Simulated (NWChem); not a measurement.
# One shape, several levels: singlet [SiNHF3]+

We compute a comparison of 3 runs (HF/STO-3G, HF/3-21G, B3LYP/6-31G*) of singlet [SiNHF3]+. 

Program for the calculation: NWChem 7.3.0.

46 further runs of the same task are left out: 46 set aside as unsound or not needed.

## (1) The molecule

[SiNHF3]+: 6 atoms, total charge +1, spin state singlet. As SMILES of the parent species, `[NH][Si](F)(F)F`. Geometry: relaxed at PBE0-D4/def2-TZVP. That shape belongs to the parent species and isn't relaxed for this state.

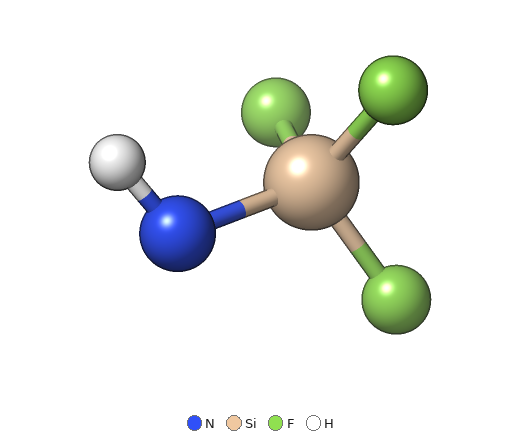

Viewed from a chosen angle; nitrogen blue, silicon light orange, fluorine green, hydrogen white.

## (2) A single-point energy at HF/STO-3G (run 1)

f3hnsi.nw

```
start f3hnsi
title "F3HNSi hf"
memory 2200 mb
charge 1

geometry noautosym nocenter noautoz
  N     -0.974500     0.604600     0.713900
  Si     0.193600    -0.089600    -0.346100
  F     -0.087100     0.387600    -1.812600
  F      0.123100    -1.661400    -0.330200
  F      1.652300     0.359600     0.035600
  H     -0.865300     0.335400     1.693200
end

basis spherical bse
  * library STO-3G
end

scf
  thresh 1e-08
  maxiter 80
  print low
end

task scf energy
```

Run with:

```
$ nwchem f3hnsi.nw > f3hnsi.out
```

Standard output:

```text
[...]
  functions       =    30
[...]
  wavefunction    = RHF
[...]
         Total SCF energy =   -633.709524782430
      One-electron energy =  -1384.055260156769
      Two-electron energy =    494.280763507506
 Nuclear repulsion energy =    256.064971866833
        Time for solution =      2.2s
 Task  times  cpu:        2.3s     wall:        2.3s
[...]
```

It took 2.8 s on 1 thread of Intel Xeon Platinum 8259CL at 2.50GHz (Skylake/Cascade Lake), shared host; peak memory 0.099 GiB.

## (3) The energy at HF/3-21G (run 2)

run.py

```python
from ase import Atoms
from ase.calculators.nwchem import NWChem

system = Atoms(['N', 'Si', 'F', 'F', 'F', 'H'], positions=[
    [-0.974500, 0.604600, 0.713900],
    [0.193600, -0.089600, -0.346100],
    [-0.087100, 0.387600, -1.812600],
    [0.123100, -1.661400, -0.330200],
    [1.652300, 0.359600, 0.035600],
    [-0.865300, 0.335400, 1.693200],
])

calc = NWChem(
    label='mymol',
    theory='scf',
    memory='2200 mb',
    basis='3-21G',
    basispar='spherical bse',
    charge=1,
    scf={'nopen': '0', 'rhf': None, 'thresh': '1e-08', 'maxiter': '80'},
    task='energy',
)
system.calc = calc

print(f"energy = {system.get_potential_energy():.6f} eV")
print("dipole (e A):", system.get_dipole_moment().round(4))
```

Run with:

```
$ export ASE_NWCHEM_COMMAND="nwchem PREFIX.nwi > PREFIX.nwo"
$ python run.py
```

Standard output:

```text
energy = -17375.107760 eV
dipole (e A): [-0.6661  0.2994  1.0774]
```

The calculator wrote mymol.nwi:

```
title "mymol"

permanent_dir mymol

scratch_dir mymol

start mymol

geometry units angstrom nocenter noautosym noautoz
  N  -9.7450000000000003e-01 6.0460000000000003e-01 7.1389999999999998e-01
  Si 1.9359999999999999e-01 -8.9599999999999999e-02 -3.4610000000000002e-01
  F  -8.7099999999999997e-02 3.8760000000000000e-01 -1.8126000000000000e+00
  F  1.2310000000000000e-01 -1.6614000000000000e+00 -3.3019999999999999e-01
  F  1.6523000000000001e+00 3.5959999999999998e-01 3.5600000000000000e-02
  H  -8.6529999999999996e-01 3.3539999999999998e-01 1.6932000000000000e+00
end

charge 1

memory 2200 mb

basis spherical bse noprint
   * library 3-21G
end

scf
  nopen 0
  rhf
  thresh 1e-08
  maxiter 80
end

task scf energy
```

mymol.nwo:

```text
Northwest Computational Chemistry Package (NWChem) 7.3.0
             --------------------------------------------------------

           Job information
           ---------------

    nwchem branch   = 7.3.0
    use scalapack   = T
    input           = mymol.nwi
    prefix          = mymol.
    data base       = mymol/mymol.db
    status          = startup
    nproc           =        1

           Memory information
           ------------------

[... 5 lines left out ...]
    hardfail = no
[... 134 lines left out ...]
         Quadratically convergent ROHF
[... 15 lines left out ...]
       Final RHF  results
[... 4 lines left out ...]
      Two-electron energy =    490.588678483741
[... 43 lines left out ...]
                       ROHF Final Molecular Orbital Analysis
[... 194 lines left out ...]
       Multipole analysis of the density wrt the origin
       ------------------------------------------------

     L   x y z        total         open         nuclear
     -   - - -        -----         ----         -------
     0   0 0 0      1.000000      0.000000     49.000000

     1   1 0 0     -1.258740      0.000000     19.309787
[... 8 lines of this table left out ...]
     2   0 0 2    -19.324511      0.000000    138.106824

 Task  times  cpu:        2.2s     wall:        2.2s
 Total times  cpu:        2.2s     wall:        2.2s
```

Run time: 3.6 s. Hardware: 1 thread of Intel Xeon Platinum 8259CL at 2.50GHz (Skylake/Cascade Lake), shared host; peak memory 0.099 GiB.

## (4) A single-point energy at B3LYP/6-31G(d) (Cartesian functions) (run 3)

f3hnsi.nw

```
start f3hnsi
memory 2200 mb
charge 1
geometry units angstroms noautosym nocenter noautoz
N    -0.974500    0.604600    0.713900
Si    0.193600   -0.089600   -0.346100
F    -0.087100    0.387600   -1.812600
F     0.123100   -1.661400   -0.330200
F     1.652300    0.359600    0.035600
H    -0.865300    0.335400    1.693200
end
basis "ao basis" cartesian
* library 6-31G*
end
dft
xc b3lyp
grid xfine
convergence energy 1e-08
maxiter 100
mulliken
end
task dft energy
```

Run with:

```
$ nwchem f3hnsi.nw > f3hnsi.out
```

Standard output:

```text
[...]
          Wavefunction type:  closed shell.
          No. of atoms     :     6
          No. of electrons :    48
[...]
          Charge           :     1
          Spin multiplicity:     1
[...]
          AO basis - number of functions:    81
[...]
              XC Information
              --------------
                         B3LYP Method XC Potential
                     Hartree-Fock (Exact) Exchange  0.200
                        Slater Exchange Functional  0.800 local
                    Becke 1988 Exchange Functional  0.720 non-local
              Lee-Yang-Parr Correlation Functional  0.810
                  VWN I RPA Correlation Functional  0.190 local
[...]
 d= 0,ls=0.0,diis     1   -643.7346428645 -9.00D+02  3.77D-02  3.04D+00     3.5
[...]
 d= 0,ls=0.0,diis    13   -644.0289937599 -1.66D-09  3.49D-07  3.63D-10    39.4
         Total DFT energy =     -644.028993759870
      One electron energy =    -1390.599821503962
           Coulomb energy =      549.849024189653
    Exchange-Corr. energy =      -59.343168312394
 Nuclear repulsion energy =      256.064971866833
[...]
      Total Density - Mulliken Population Analysis
     ---------------------------------------------
    Atom       Charge   Shell Charges
 -----------   ------   -------------------------------------------------------
    1 N    7     7.08   1.99  0.93  2.15  0.92  1.06  0.02
    2 Si  14    12.71   2.00  1.99  5.96  0.87  1.38 -0.06  0.19  0.37
    3 F    9     9.25   1.99  0.97  3.31  0.90  1.99  0.09
    4 F    9     9.22   1.99  0.97  3.30  0.90  1.97  0.09
    5 F    9     9.22   1.99  0.97  3.30  0.90  1.97  0.09
    6 H    1     0.53   0.47  0.05
[...]
```

Wall time 41 s (1 thread of Intel Xeon Platinum 8259CL at 2.50GHz (Skylake/Cascade Lake), shared host); peak memory 0.13 GiB.

## (5) The series

| run | level | Cartesian functions | iteration cap | energy (Eh) | wall time |
| --- | --- | --- | --- | --- | --- |
| 1 | HF/STO-3G | no | 80 | -633.709525 | 2.8 s |
| 2 | HF/3-21G | no | 80 | -638.523438 | 3.6 s |
| 3 | B3LYP/6-31G* (Cartesian functions) | yes | 100 | -644.028994 | 41 s |

## (6) Summary of results

| quantity | value |
| --- | --- |
| run 3: total energy | -644.02899 Eh |
| run 3: HOMO energy | -17.94 eV |
| run 3: LUMO energy | -15.87 eV |
| run 3: HOMO–LUMO gap | 2.07 eV |

In run 1 the basis is minimal, so the values are rough. All runs together took 47 s, the longest 41 s.
